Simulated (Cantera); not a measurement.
Charge: 1 mol Cr, a varied amount of H2O, at 2077 °C and 2.80 bar.

Method: chemical equilibrium by Gibbs-energy minimisation in Cantera with the NASA 1993 tables (ideal gas, pure condensed phases). Candidate condensed phases: Cr, Cr2O3, H2O; 13 gas species. Mutual solubility and eutectic melting of coexisting phases are not modelled. Gases not in the tables: CrO2(OH)2. Kinetics and transport are ignored.

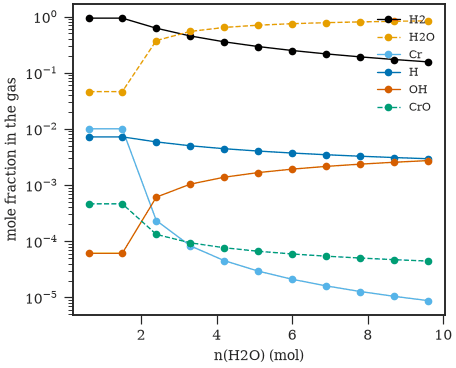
Equilibrium gas composition (values under 1e-9 drawn at 1e-9)

Q: Read off the mole fractions at 2.4 mol H2O.

A: H2 about 0.62, H2O about 0.37, H about 0.0059, OH about 0.00061, Cr about 0.00023, CrO about 0.00013.
